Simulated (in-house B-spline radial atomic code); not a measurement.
System: the Tb²⁸⁺ ion, configuration [Kr] 4d1 (open shells shared over both j by 2j + 1). Theory: Dirac-Hartree-Fock, average of configuration, Fermi nucleus, basis-set limit (computed with an in-house B-spline radial code). One electron is taken from each of the shells shown in turn, and the ion is relaxed; bars are coloured by l. Wanted, and plotted below: the relaxation energy, Koopmans' value −ε less the difference of self-consistent energies, as a share of −ε.

Among the shells shown the largest bar is that of 2p3/2. 1s: −ε = 53.29 keV, relaxed 53.23 keV, relaxation 56.8 eV (0.11 %); 2s: −ε = 9773 eV, relaxed 9749 eV, relaxation 23.9 eV (0.25 %); 2p1/2: −ε = 9316 eV, relaxed 9288 eV, relaxation 27.9 eV (0.30 %); 2p3/2: −ε = 8567 eV, relaxed 8541 eV, relaxation 25.8 eV (0.30 %); 3s: −ε = 2952 eV, relaxed 2946 eV, relaxation 5.86 eV (0.20 %); 3p1/2: −ε = 2755 eV, relaxed 2748 eV, relaxation 6.49 eV (0.24 %); 3p3/2: −ε = 2594 eV, relaxed 2588 eV, relaxation 5.86 eV (0.23 %); 4s: −ε = 1257 eV, relaxed 1256 eV, relaxation 0.765 eV (0.061 %).

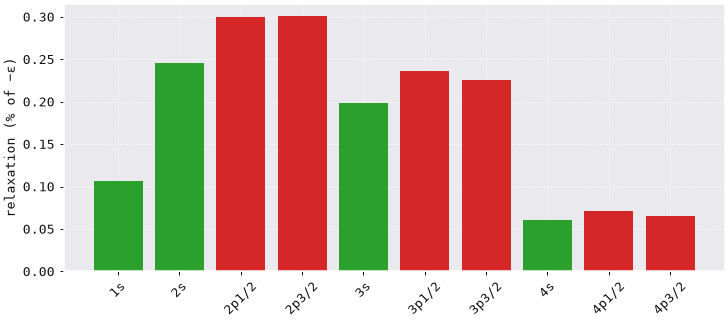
